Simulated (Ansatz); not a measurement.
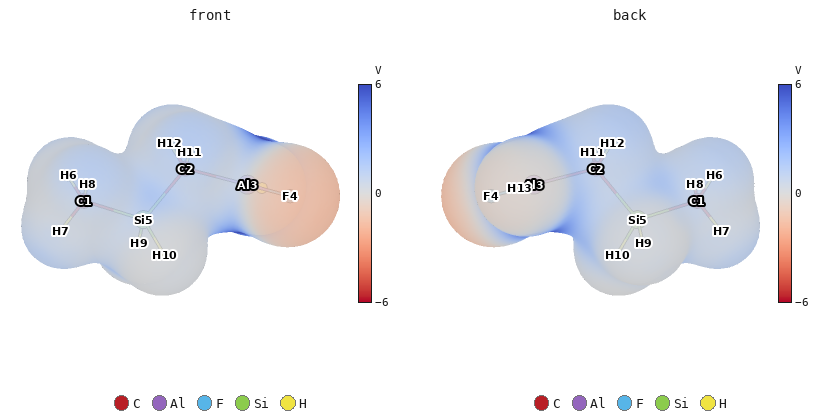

C₂H₈AlFSi (SMILES C[SiH2][CH2][AlH][F]). The molecular electrostatic potential painted on the density surface at 0.004 e/bohr³, seen from the front and from behind; red is negative and blue positive.

Geometry: B3LYP-D3(BJ)/def2-SVP.

Theory: Ansatz 0.2.0, isolated molecule in a Gaussian basis; Kohn-Sham density functional theory, functional PBE0.

Input

```
crystal:
  periodic: [false, false, false]
  atoms:
    - {symbol: C, position_ang: [-1.400227, 1.754329, -0.759802]}
    - {symbol: C, position_ang: [0.963563, 0.547243, 0.909485]}
    - {symbol: Al, position_ang: [1.558954, -0.438512, 2.470333]}
    - {symbol: F, position_ang: [2.019892, 0.422467, 3.827984]}
    - {symbol: Si, position_ang: [-0.900626, 0.818332, 0.797640]}
    - {symbol: H, position_ang: [-1.092313, 1.202247, -1.662462]}
    - {symbol: H, position_ang: [-2.491844, 1.898340, -0.802269]}
    - {symbol: H, position_ang: [-0.922687, 2.747075, -0.787472]}
    - {symbol: H, position_ang: [-1.586936, -0.512119, 0.823328]}
    - {symbol: H, position_ang: [-1.357801, 1.570877, 2.007159]}
    - {symbol: H, position_ang: [1.455712, 1.536490, 0.896830]}
    - {symbol: H, position_ang: [1.279339, 0.000373, 0.001751]}
    - {symbol: H, position_ang: [1.656649, -2.008008, 2.590296]}
basis:
  gaussian:
    orbitals: def2-SVPD
hamiltonian:
  xc: pbe0
output:
  forces: true
  orbitals: {seedname: orbitals}
```

Command:

```sh
ansatz run input.yaml --threads 2 --pin off --max-ram 4350MiB --events-out events.jsonl --progress --plain --runs-dir runs
```

Q: Describe the electrostatic potential map.

A: The most negative region (about −1.6 V) lies over F4, the most positive (about +5.8 V) over Al3.
